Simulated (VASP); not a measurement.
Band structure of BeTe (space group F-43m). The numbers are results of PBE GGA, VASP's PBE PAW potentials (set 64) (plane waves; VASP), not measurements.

Unless said otherwise, spin-orbit coupling is left out, though it shifts the bands of the heavy elements here.

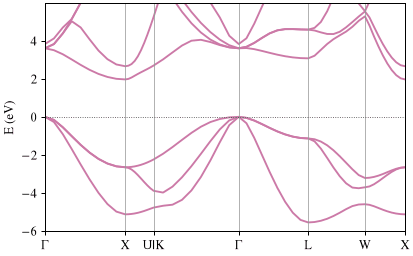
*Bands along high-symmetry lines, zero at the valence-band maximum or, without a gap, the Fermi level*

Q: Read the plot: is there a gap, and where are the band edges?

A: The gap is indirect, 1.97 eV, from the valence maximum at Γ to the conduction minimum at X.

The structure is a typed BeTe crystal (F-43m). The cell was not relaxed at this level.
